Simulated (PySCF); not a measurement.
```
atom    x (Å)    y (Å)    z (Å)
   C   3.2086  -0.5522  -0.0015
   C   2.3179   0.4016   0.1908
   C   1.2578   0.7880  -0.7995
   C  -0.1034   0.4847  -0.2266
   C  -0.8717   1.4816   0.2030
   O  -2.0974   1.4462   0.8175
   C  -2.9106   0.3692   0.8018
   O  -3.9577   0.4391   1.3969
  Si  -2.3525  -1.1851  -0.1746
   C  -0.4655  -0.9683  -0.1114
   H   3.9478  -0.8017   0.7404
   H   3.2438  -1.1200  -0.9172
   H   2.2966   0.9576   1.1187
   H   1.4014   0.2302  -1.7274
   H   1.3392   1.8555  -1.0160
   H  -0.5472   2.5117   0.1326
   H  -2.8645  -1.0662  -1.5425
   H  -2.8231  -2.3813   0.5121
   H   0.0463  -1.5351  -0.8893
   H  -0.0710  -1.3449   0.8383
```

Geometry: GFN2-xTB.

These are results of PySCF, PBE0/pcSseg-1, SCF density, gas phase, non-relativistic, not measurements.

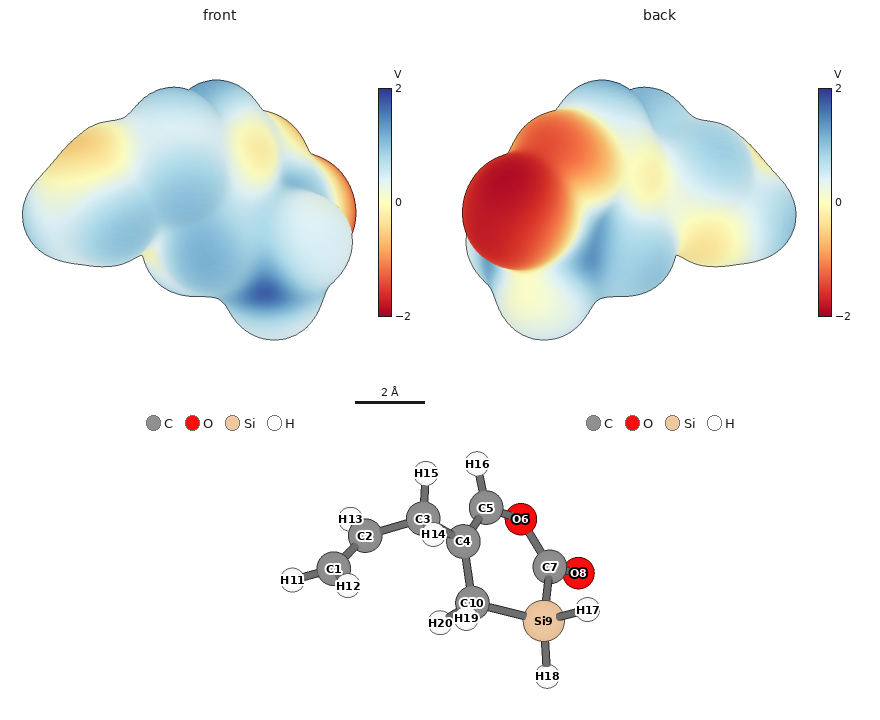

C7H10O2Si (SMILES C=CCC1=COC(=O)[SiH2]C1). The molecular electrostatic potential painted on the density surface at 0.002 e/bohr³, seen from the front and from behind; the colour scale runs from red (negative) to blue (positive). The bare structure is drawn below in the same view.

Where is the surface potential most negative and most positive?

The most negative region (about −1.9 V) lies over O8, the most positive (about +1.6 V) over Si9. O8 is the likeliest acceptor of a hydrogen bond.

How polar is the molecule by this calculation?

Its dipole moment is 4.37 D.
